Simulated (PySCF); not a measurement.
**C₄H₁₂O₄Si, SMILES `CO[Si](OC)(OC)OC`: what the electrons do**

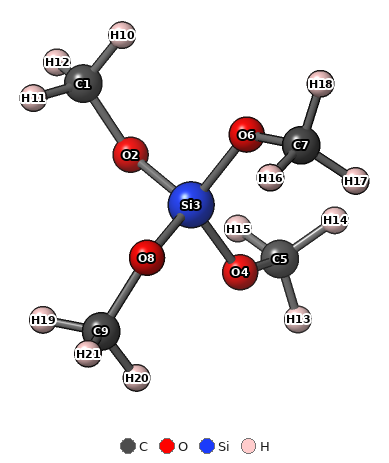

The molecule, with its atoms numbered as below. No frequency check shows the geometry to be a minimum.

Coordinates in Å:

```
C1       1.7309   -1.6052    1.3523
O2       0.5487   -0.8495    1.2723
Si3      0.0001   -0.0011   -0.0001
O4      -1.2736    0.8460    0.5471
C5      -1.3577    1.6090    1.7242
O6       1.2735    0.8459   -0.5472
C7       1.3577    1.6086   -1.7245
O8      -0.5487   -0.8498   -1.2720
C9      -1.7310   -1.6055   -1.3519
H10      2.5900   -1.0033    1.0546
H11      1.6713   -2.4807    0.7022
H12      1.8438   -1.9256    2.3885
H13     -2.3984    1.9125    1.8427
H14     -0.7238    2.4953    1.6524
H15     -1.0434    1.0192    2.5856
H16      1.0433    1.0187   -2.5857
H17      0.7238    2.4950   -1.6529
H18      2.3984    1.9121   -1.8430
H19     -1.6713   -2.4809   -0.7017
H20     -2.5900   -1.0035   -1.0543
H21     -1.8439   -1.9261   -2.3881
```

### 1. Bonding charge

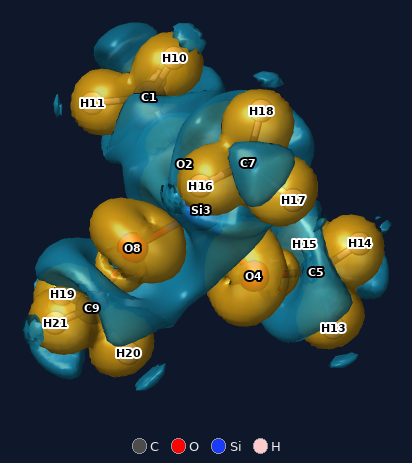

Deformation density (molecule less spherical, spin-averaged free atoms at the same positions), surfaces at ±0.04 e/Å³; yellow: gain, teal: loss.

Computed with PySCF, PBE0/def2-TZVP, geometry: GFN2-xTB.

Question: Describe the bonding that the map shows.

Answer: C7–H16, C5–H15, C9–H20 and C1–H10: +0.77 e/Å³ at the bond critical point (bond length 1.09 Å, Mayer order 1.0). C5–H13 and C7–H18: +0.77 e/Å³ at the bond critical point (bond length 1.09 Å, Mayer order 1.0). C1–H12 and C9–H21: +0.77 e/Å³ at the bond critical point (bond length 1.09 Å, Mayer order 1.0). C5–H14 and C7–H17: +0.76 e/Å³ at the bond critical point (bond length 1.09 Å, Mayer order 1.0). C9–H19 and C1–H11: +0.76 e/Å³ at the bond critical point (bond length 1.09 Å, Mayer order 1.0). Si3–O8, Si3–O6, O2–Si3 and Si3–O4: +0.13 e/Å³ at the bond critical point (bond length 1.62 Å, Mayer order 1.2). O4–C5, O6–C7, C1–O2 and O8–C9: +0.05 e/Å³ at the bond critical point (bond length 1.41 Å, Mayer order 0.9); up to 0.6 Å beside the axis the gain reaches +0.30 e/Å³. In all, 5.0 electrons gather in the regions of gain relative to the promolecule. A small or negative value marks a very polar bond, one between electron-rich atoms, whose free-atom densities already overlap strongly, a long bond to a heavier atom, or a closed-shell contact such as a hydrogen bond.

Question: Where do the Hirshfeld charges lie?

Answer: The highest Hirshfeld charge is on Si3 (+0.55 e), the lowest on O2, O4, O6 and O8 (−0.23 e).

### 2. Electrostatic potential

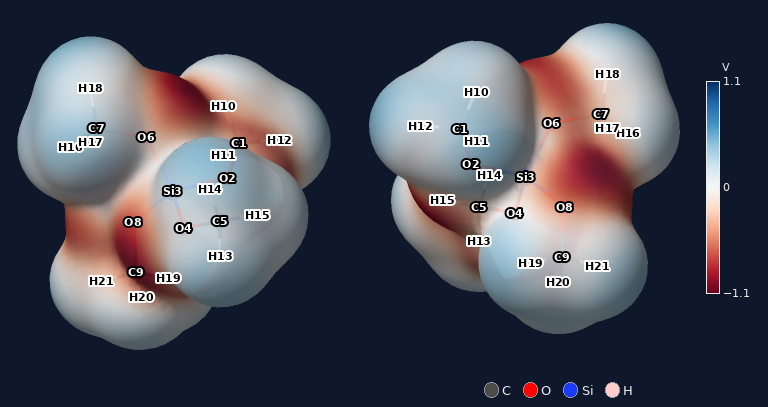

Electrostatic potential on the surface of electron density 0.001 a.u. (back view left, front view right).

Question: Where are the extremes of the potential on the surface?

Answer: Highest: 0.46 V, 1.4 Å from H21. Lowest: −1.02 V, 1.8 Å from O4, and at like points elsewhere. Further minima include −0.79 V, about equally far (1.8 Å) from O6 and H10. The surface is sampled at points, so like sites can differ by a few per cent and only the strongest of them is named.

Question: What volume does the surface enclose, and what is the dipole moment?

Answer: About 192 Å³; the dipole moment is 0.0 D.

### 3. In an electric field

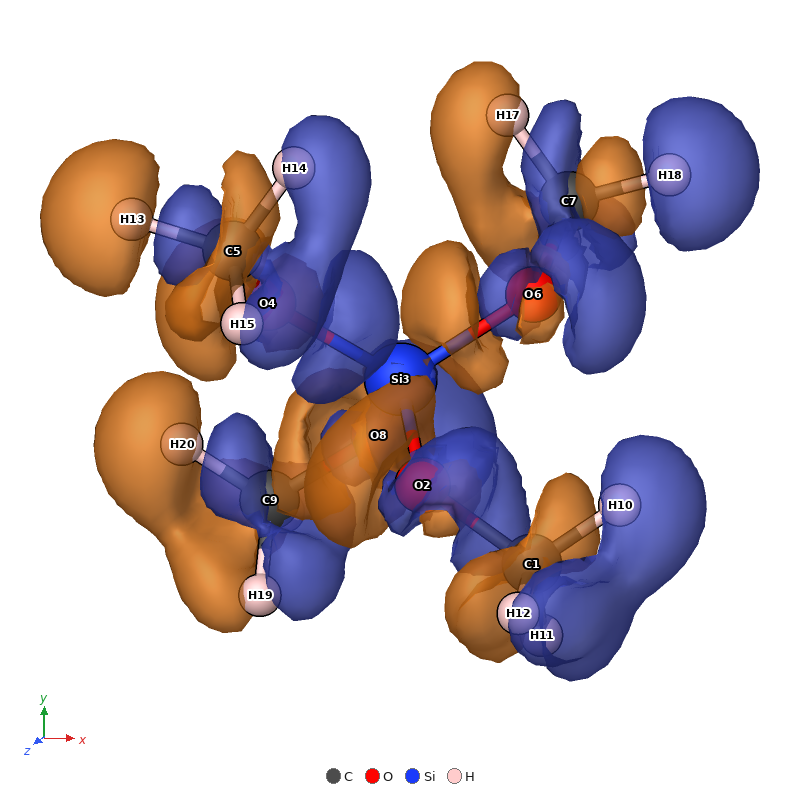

Change of the electron density in a uniform field of 0.21 V/Å, surfaces at ±0.0015 e/Å³ (orange: gain, blue: loss).

Method: PBE0/def2-TZVP; geometry: GFN2-xTB; program: PySCF. A basis without diffuse functions makes polarisabilities too small.

Question: Along which Cartesian direction does the field point?

Answer: Along +x: electrons gather on the −x side, against the field.

Question: What dipole is induced, and what polarisability does it imply?

Answer: The induced dipole is 0.84 D (along the field); α along this axis, from the fields in both directions, is 82 bohr³ (12.2 Å³).

Question: Which atoms gain and lose the most charge?

Answer: Electrons gather most on H13 (Hirshfeld charge changes by −0.008 e) and leave H18 most (+0.008 e); 0.087 electrons are displaced in all.

The PySCF runs shown took 65 s and 2.6 min on 1 thread of Intel(R) Xeon(R) Platinum 8488C (Sapphire Rapids) (shared host).
